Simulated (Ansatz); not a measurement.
# Geometry relaxation of C₃H₇FGeO (part 2 of 2)

Continued. System: C₃H₇FGeO, SMILES CC(C)[O][Ge][F]. Method: RKS PBE-D4/def2-SVP (Ansatz 0.2.0). The geometry: force-field start.

Geometry of the input (Å):
```
C  -0.7234  -1.3322  0.7621
C  -0.0222  -0.0170  0.3649
C  0.7305  -0.2415  -0.9477
O  -0.8868  1.0341  0.1875
Ge -0.1837  2.6065  0.5333
F  0.3711  3.3622  -0.9459
H  -1.4682  -1.5662  -0.0414
H  -0.0219  -2.1093  0.9010
H  -1.3271  -1.1038  1.7377
H  0.7014  0.1933  1.2188
H  1.4547  -1.0962  -0.7958
H  0.0863  -0.4498  -1.7559
H  1.3098  0.6850  -1.2038
```

Trajectory as extended XYZ, continued
```
13
Properties=species:S:1:pos:R:3:forces:R:3 step=4 energy=-64478.25253
C    -0.8008   -1.2499    0.7600    0.2062  -0.0507  -0.1295
C     0.0904   -0.0748    0.3551   -0.1161  -0.0678   0.0238
C     0.8661   -0.3311   -0.9399   -0.1747  -0.0465  -0.0565
O    -0.7339    1.0897    0.1702    0.2725   0.1506  -0.0107
Ge   -0.1777    2.7418    0.6900   -0.0217   0.0755  -0.6259
F    -0.1340    3.5124   -0.9461   -0.1296  -0.2309   0.5978
H    -1.5439   -1.4548   -0.0371   -0.0177   0.0063  -0.0021
H    -0.1972   -2.1717    0.9232   -0.0812   0.1381  -0.0256
H    -1.3461   -1.0190    1.6911   -0.0711   0.0262   0.1102
H     0.8318    0.0992    1.1782   -0.0187   0.0156   0.0088
H     1.5315   -1.2110   -0.8411    0.0364  -0.0452  -0.0025
H     0.1537   -0.5149   -1.7755    0.0924   0.0229   0.0989
H     1.4807    0.5491   -1.2134    0.0233   0.0059   0.0133
13
Properties=species:S:1:pos:R:3:forces:R:3 step=5 energy=-64478.29530
C    -0.8101   -1.2336    0.7517    0.0385  -0.0048  -0.0016
C     0.1099   -0.0845    0.3525   -0.0958   0.0730  -0.0036
C     0.8858   -0.3653   -0.9349   -0.0267  -0.0288  -0.0329
O    -0.6741    1.1038    0.1397    0.1852   0.0226  -0.0523
Ge   -0.1199    2.7414    0.6857   -0.0568   0.2482  -0.7185
F    -0.3092    3.5894   -0.9078   -0.0560  -0.3313   0.7399
H    -1.5546   -1.4270   -0.0471   -0.0081   0.0194   0.0000
H    -0.2254   -2.1631    0.9179   -0.0377   0.0465  -0.0047
H    -1.3551   -0.9925    1.6846   -0.0254   0.0044   0.0155
H     0.8440    0.0828    1.1825    0.0057  -0.0043   0.0070
H     1.5348   -1.2585   -0.8339    0.0059  -0.0185   0.0048
H     0.1756   -0.5322   -1.7722    0.0397   0.0008   0.0400
H     1.5186    0.5043   -1.2037    0.0315  -0.0271   0.0064
13
Properties=species:S:1:pos:R:3:forces:R:3 step=6 energy=-64478.34520
C    -0.8198   -1.2148    0.7477   -0.0071   0.0178  -0.0153
C     0.1255   -0.0883    0.3434   -0.0091   0.0827  -0.0014
C     0.9079   -0.3961   -0.9340    0.0135  -0.0575   0.0029
O    -0.6241    1.1131    0.0994    0.0656  -0.0159  -0.0613
Ge   -0.0592    2.7343    0.6692   -0.1266   0.3667  -0.6705
F    -0.4807    3.6507   -0.8383    0.0490  -0.3847   0.7324
H    -1.5641   -1.3991   -0.0534   -0.0091   0.0142  -0.0006
H    -0.2535   -2.1531    0.9217   -0.0229   0.0243  -0.0001
H    -1.3660   -0.9607    1.6774   -0.0051   0.0181  -0.0058
H     0.8539    0.0743    1.1797    0.0083   0.0037  -0.0029
H     1.5373   -1.3019   -0.8212   -0.0006  -0.0195   0.0000
H     0.2011   -0.5517   -1.7748    0.0230  -0.0119   0.0059
H     1.5621    0.4584   -1.2019    0.0213  -0.0380   0.0167
13
Properties=species:S:1:pos:R:3:forces:R:3 step=7 energy=-64478.38658
C    -0.8195   -1.1802    0.7430    0.0277  -0.0167   0.0008
C     0.1443   -0.0773    0.3145   -0.0509   0.0130   0.0137
C     0.9335   -0.4443   -0.9460    0.0052   0.0168   0.0247
O    -0.5960    1.1212    0.0371    0.1304   0.0288  -0.1027
Ge   -0.0889    2.7225    0.7111   -0.1794   0.3664  -0.6746
F    -0.6067    3.7025   -0.7206    0.0981  -0.3832   0.6863
H    -1.5645   -1.3683   -0.0565   -0.0105   0.0096  -0.0021
H    -0.2691   -2.1239    0.9377   -0.0281   0.0182   0.0005
H    -1.3644   -0.8998    1.6660   -0.0005   0.0290  -0.0125
H     0.8653    0.1085    1.1519    0.0384  -0.0434  -0.0013
H     1.5259   -1.3709   -0.7996   -0.0257   0.0019   0.0078
H     0.2316   -0.5966   -1.7916    0.0211  -0.0198   0.0131
H     1.6291    0.3718   -1.2321   -0.0261  -0.0206   0.0464
13
Properties=species:S:1:pos:R:3:forces:R:3 step=8 energy=-64478.43062
C    -0.8266   -1.1607    0.7374   -0.0322   0.0620   0.0006
C     0.1602   -0.0809    0.3017    0.0469   0.0497  -0.0668
C     0.9516   -0.4737   -0.9440    0.0560  -0.0857  -0.0193
O    -0.5431    1.1299   -0.0172    0.0008   0.0114   0.0463
Ge   -0.0376    2.7215    0.6799   -0.2457   0.3584  -0.5242
F    -0.7668    3.7425   -0.6185    0.1883  -0.4019   0.5561
H    -1.5720   -1.3426   -0.0632   -0.0078   0.0075  -0.0013
H    -0.2987   -2.1141    0.9472   -0.0101   0.0410  -0.0008
H    -1.3703   -0.8552    1.6533   -0.0083   0.0114  -0.0088
H     0.8829    0.0996    1.1395   -0.0146  -0.0009   0.0124
H     1.5249   -1.4087   -0.7807    0.0061  -0.0088  -0.0158
H     0.2553   -0.6236   -1.7945    0.0232  -0.0151   0.0029
H     1.6607    0.3311   -1.2260   -0.0026  -0.0291   0.0186
13
Properties=species:S:1:pos:R:3:forces:R:3 step=9 energy=-64478.45976
C    -0.8284   -1.1178    0.7243   -0.0076   0.0403   0.0095
C     0.1971   -0.0709    0.2841    0.0205  -0.0789  -0.0568
C     0.9756   -0.5258   -0.9538    0.0313  -0.0046   0.0017
O    -0.4717    1.1542   -0.0398   -0.0785  -0.0705  -0.1649
Ge   -0.0899    2.7520    0.7021    0.0353   0.2291  -0.0190
F    -0.9212    3.7816   -0.4975    0.0411  -0.2721   0.1780
H    -1.5653   -1.2978   -0.0852    0.0068   0.0226   0.0014
H    -0.3262   -2.0798    0.9573   -0.0149   0.0366  -0.0045
H    -1.3835   -0.7916    1.6270    0.0307   0.0439  -0.0218
H     0.9234    0.0866    1.1228   -0.0220   0.0418  -0.0041
H     1.5194   -1.4725   -0.7557   -0.0107   0.0101  -0.0003
H     0.2767   -0.6921   -1.7996    0.0097   0.0076   0.0209
H     1.7145    0.2389   -1.2712   -0.0417  -0.0060   0.0600
13
Properties=species:S:1:pos:R:3:forces:R:3 step=10 energy=-64478.47994
C    -0.8467   -1.0731    0.7203    0.0287  -0.0721  -0.0014
C     0.2059   -0.0779    0.2488    0.0490   0.1340   0.1230
C     1.0027   -0.5481   -0.9653   -0.0291   0.0049   0.0110
O    -0.4421    1.1539   -0.0964    0.0826  -0.0661   0.0436
Ge   -0.0398    2.7191    0.7107   -0.1378   0.0357  -0.1954
F    -1.0537    3.6732   -0.3940    0.0590   0.0446   0.1446
H    -1.5956   -1.2546   -0.0763   -0.0374   0.0270   0.0059
H    -0.3671   -2.0385    0.9759   -0.0318  -0.0582   0.0336
H    -1.3683   -0.6917    1.6229   -0.0047  -0.0231  -0.0851
H     0.9210    0.0823    1.0983    0.0130   0.0459  -0.0365
H     1.5330   -1.4986   -0.7563    0.0120  -0.0132   0.0017
H     0.3208   -0.7023   -1.8257    0.0175   0.0022  -0.0258
H     1.7504    0.2214   -1.2482   -0.0211  -0.0614  -0.0192
13
Properties=species:S:1:pos:R:3:forces:R:3 step=11 energy=-64478.46882 accepted=F
C    -0.8351   -1.0870    0.7063   -0.0673   0.0793   0.1529
C     0.2121   -0.0559    0.2730   -0.2127  -0.6764  -0.5341
C     0.9917   -0.5567   -0.9468    0.1982   0.1128   0.0467
O    -0.4558    1.1504   -0.0984   -0.0570   0.0281   0.1372
Ge    0.0893    2.7405    0.5595    0.0148   0.0818   0.0705
F    -1.1437    3.6967   -0.2758   -0.0298   0.0491  -0.0383
H    -1.5704   -1.2646   -0.1072    0.1024   0.0350   0.0021
H    -0.3814   -2.0614    0.9941    0.0462   0.1581  -0.0853
H    -1.3931   -0.7048    1.5781   -0.1345   0.0221   0.1522
H     0.9222    0.1160    1.1178    0.0553   0.0451   0.0379
H     1.5208   -1.5099   -0.7352   -0.0342   0.0546   0.0038
H     0.3231   -0.7051   -1.8227   -0.0280   0.0139   0.1665
H     1.7406    0.2069   -1.2281    0.1466  -0.0034  -0.1121
13
Properties=species:S:1:pos:R:3:forces:R:3 step=12 energy=-64478.49069
C    -0.8411   -1.0628    0.7142    0.0096  -0.0057  -0.0030
C     0.2213   -0.0705    0.2465    0.0067   0.0144   0.0153
C     1.0094   -0.5685   -0.9639   -0.0057   0.0016   0.0081
O    -0.4241    1.1587   -0.1115    0.0148  -0.0286   0.0023
Ge   -0.0425    2.7289    0.6969   -0.0172   0.0004  -0.0299
F    -1.1200    3.6987   -0.3247    0.0050   0.0066   0.0314
H    -1.5825   -1.2376   -0.0918   -0.0038   0.0081   0.0021
H    -0.3803   -2.0340    0.9859   -0.0073  -0.0070   0.0041
H    -1.3802   -0.6724    1.6006    0.0014   0.0033  -0.0180
H     0.9390    0.0979    1.0910   -0.0023   0.0212  -0.0099
H     1.5252   -1.5241   -0.7400   -0.0006  -0.0028   0.0004
H     0.3252   -0.7273   -1.8220    0.0050  -0.0006  -0.0035
H     1.7708    0.1782   -1.2663   -0.0058  -0.0109   0.0006
13
Properties=species:S:1:pos:R:3:forces:R:3 step=13 energy=-64478.49175
C    -0.8413   -1.0522    0.7101   -0.0002   0.0016   0.0137
C     0.2281   -0.0677    0.2406   -0.0019  -0.0375  -0.0307
C     1.0155   -0.5804   -0.9640    0.0102   0.0063   0.0100
O    -0.4136    1.1597   -0.1272   -0.0189  -0.0220  -0.0052
Ge   -0.0285    2.7271    0.6827   -0.0213   0.0422  -0.0032
F    -1.1701    3.6932   -0.2714    0.0249  -0.0108   0.0187
H    -1.5801   -1.2264   -0.0985    0.0053   0.0031   0.0007
H    -0.3914   -2.0254    0.9940   -0.0006   0.0119  -0.0053
H    -1.3836   -0.6489    1.5882   -0.0059  -0.0005   0.0014
H     0.9441    0.1064    1.0849    0.0046   0.0056   0.0001
H     1.5236   -1.5383   -0.7315   -0.0033   0.0040  -0.0010
H     0.3345   -0.7402   -1.8247   -0.0009   0.0000   0.0081
H     1.7833    0.1584   -1.2684    0.0080  -0.0040  -0.0074
13
Properties=species:S:1:pos:R:3:forces:R:3 step=14 energy=-64478.49174 accepted=F
C    -0.8412   -1.0527    0.7102    0.0030  -0.0029   0.0149
C     0.2276   -0.0678    0.2407   -0.0073  -0.0398  -0.0211
C     1.0154   -0.5798   -0.9641    0.0067   0.0095   0.0082
O    -0.4168    1.1588   -0.1246   -0.0110  -0.0231  -0.0212
Ge   -0.0257    2.7270    0.6800   -0.0169   0.0493   0.0024
F    -1.1695    3.6933   -0.2712    0.0222  -0.0100   0.0174
H    -1.5793   -1.2277   -0.0988    0.0038   0.0019   0.0001
H    -0.3910   -2.0255    0.9951   -0.0013   0.0101  -0.0046
H    -1.3842   -0.6486    1.5874   -0.0061  -0.0025   0.0023
H     0.9437    0.1067    1.0849    0.0055   0.0045   0.0000
H     1.5227   -1.5382   -0.7320   -0.0040   0.0048   0.0000
H     0.3347   -0.7387   -1.8252   -0.0011   0.0004   0.0082
H     1.7841    0.1584   -1.2677    0.0065  -0.0024  -0.0066
13
Properties=species:S:1:pos:R:3:forces:R:3 step=15 energy=-64478.49188
C    -0.8414   -1.0521    0.7105    0.0029  -0.0023   0.0024
C     0.2279   -0.0684    0.2398    0.0028  -0.0081  -0.0027
C     1.0162   -0.5804   -0.9642   -0.0007   0.0013   0.0033
O    -0.4150    1.1589   -0.1271   -0.0112  -0.0040  -0.0074
Ge   -0.0303    2.7273    0.6834    0.0046   0.0011   0.0121
F    -1.1686    3.6942   -0.2708   -0.0025   0.0078  -0.0040
H    -1.5798   -1.2265   -0.0983    0.0009   0.0005   0.0003
H    -0.3911   -2.0250    0.9942   -0.0005   0.0028  -0.0009
H    -1.3841   -0.6487    1.5884   -0.0008   0.0010  -0.0006
H     0.9441    0.1068    1.0839    0.0016   0.0028  -0.0009
H     1.5237   -1.5384   -0.7315   -0.0008   0.0005  -0.0001
H     0.3347   -0.7405   -1.8243    0.0006  -0.0011   0.0009
H     1.7844    0.1577   -1.2693    0.0031  -0.0024  -0.0024
```

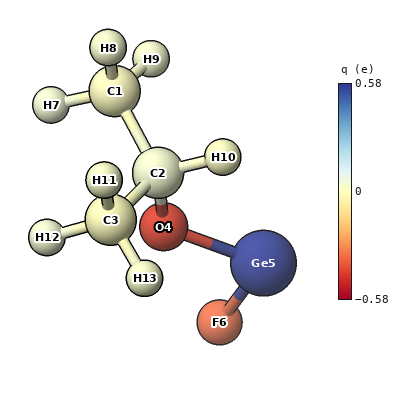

*Mulliken charges, as the colour of each atom (ball-and-stick view, seen at a tilt; atoms are numbered from 1 in the order of the input).*

By element: C 0.00 to +0.04, O −0.43, Ge +0.56, F −0.35 and H +0.01 to +0.04 e.
